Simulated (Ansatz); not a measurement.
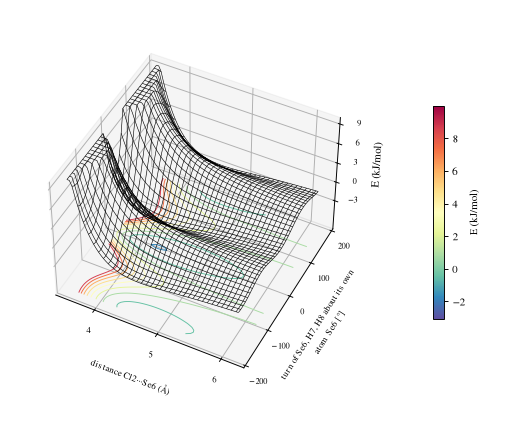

Energy landscape of the pair ClH₃Si···H₂Se. 
- The turn is about an axis along (0.47, −0.87, 0.16) in the frame of the relaxed pair, normal to the line between the partners.
- Coordinates scanned: (1) distance Cl2···Se6; (2) turn of Se6, H7, H8 about its own atom Se6.
- The grid has 11 × 10 points.
- Points are written as (first, second).
- Energies: kJ/mol, counted from the two partners far apart, frozen as in the relaxed pair, each in its own basis (no counterpoise correction).
- Level of theory: Ansatz, RHF/def2-SVPD.

The picture shows a relief with its contours projected below, any walls above the top of the colour scale cut off. Between grid points the surface is interpolated. 

Question: Describe this landscape.

Answer: The lowest grid point is at (4.281 Å, 0°), −3.1 kJ/mol from the two partners far apart, frozen as in the relaxed pair, each in its own basis (no counterpoise correction). A higher local minimum lies near (4.546 Å, −180°) (1.0 kJ/mol above the lowest at that grid point). The highest grid point, (3.561 Å, −72°), lies 22.8 kJ/mol above the lowest. Round the minimum the two coordinates are weakly coupled (coupling −0.08 in units of the two stiffnesses).

Time for the 110 points that were run: 9.8 min on 1 thread of Arm Neoverse V1 (shared host).
